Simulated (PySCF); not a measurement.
# C$_{2}$H$_{6}$OSi (SMILES C1OC[SiH2]1): what the fields show

Input

```
{"job": {"kind": "uv", "xc": "CAM-B3LYP", "basis": "def2-SVPD", "nstates": 8, "ntriplets": 3}, "charge": 0, "multiplicity": 1}
C     -0.491629     1.098703     0.171513
O      0.906914     1.006528    -0.140015
C      1.114278    -0.408139    -0.270721
Si    -0.725064    -0.805057     0.106440
H     -1.005356     1.697416    -0.586529
H     -0.627669     1.591406     1.138822
H      1.860996    -0.745615     0.454254
H      1.487980    -0.641419    -1.272142
H     -1.520384    -1.321414    -1.004956
H     -0.991183    -1.467754     1.380806
```

Run with:

```sh
OMP_NUM_THREADS=1 python probes_run.py task.json out
```

Geometry: GFN2-xTB.

Level of theory: CAM-B3LYP/def2-SVPD, SCF density, gas phase (PySCF).

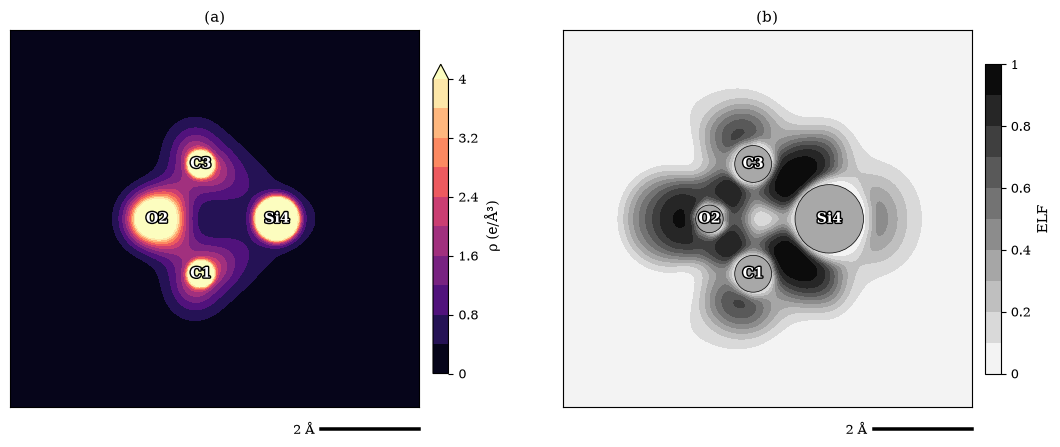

Figure 1. (a) total electron density; (b) electron localisation function on the plane of atoms O2, C3 and Si4. Grey discs cover the atomic cores in the ELF map.

Question: Interpret the plot.

Answer: The plane passes through C, O and Si nuclei.
C–O (1.44 Å): ρ at the midpoint is about 2 e/Å³, with its minimum of 1.7 e/Å³ about 0.5 Å from C; the ELF peaks at about 0.90 between the atoms: a shared but strongly polarised pair.
C–Si (1.92 Å): the density is about 0.91 e/Å³ at the midpoint; the ELF peaks at about 0.95 between the atoms, as expected for a shared electron pair.
The ELF also peaks beside O2, away from the bonds: lone-pair regions.

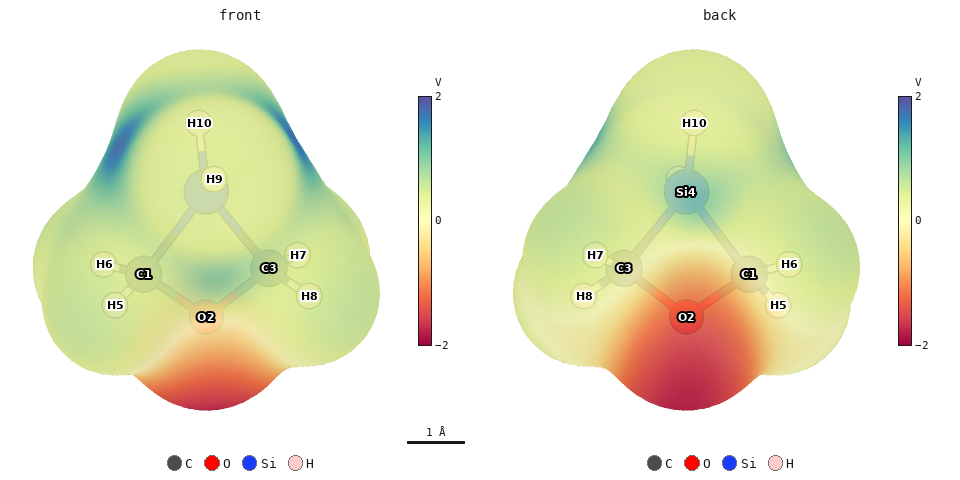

Figure 2. The electrostatic potential painted on the density surface at 0.002 e/bohr³, seen from the front and from behind; red is negative and blue positive.

Question: Where is the surface potential most negative and most positive?

Answer: The most negative region (about −1.8 V) lies over O2, the most positive (about +1.7 V) over Si4. O2 is the likeliest acceptor of a hydrogen bond.

Question: How polar is the molecule by this calculation?

Answer: Its dipole moment is 2.05 D.
